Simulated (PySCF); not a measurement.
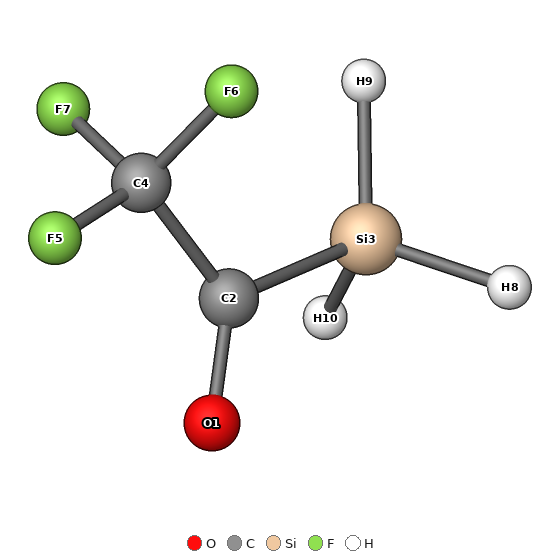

The molecule: C₂H₃F₃OSi, SMILES O=C([SiH3])C(F)(F)F.

GIAO shifts, KT2/pcSseg-2 with PySCF 2.14.0, at a PBE0-D3(BJ)/def2-SVP geometry (no frequency check), against TMS for ²⁹Si, TMS for ¹³C and H₂O for ¹⁷O computed at the same level (¹⁷O: a single water molecule, while the usual scale starts at liquid water and gives values some tens of ppm lower). Gas phase, fully decoupled, line heights follow the number of nuclei, widths are arbitrary (no quadrupolar broadening); values of one conformer, averaged over methyl-type rotors and exact or near symmetry.

**Which ²⁹Si signals does it give?**

1 signal.


| δ (ppm) | nuclei | atoms |
| --- | --- | --- |
| −90.3 | 1 | Si3 |

**Predict the ¹³C spectrum.**

2 signals.


```tsv
δ (ppm)	nuclei	atoms
215.2	1	C2
123.4	1	C4
```

**Which ¹⁷O signals does it give?**

1 signal.


| δ (ppm) | nuclei | atoms |
| --- | --- | --- |
| 744.7 | 1 | O1 |

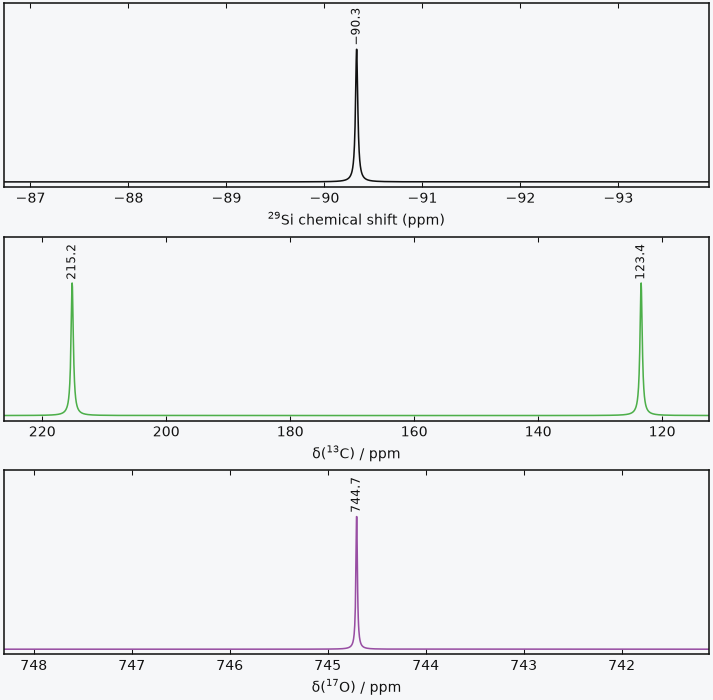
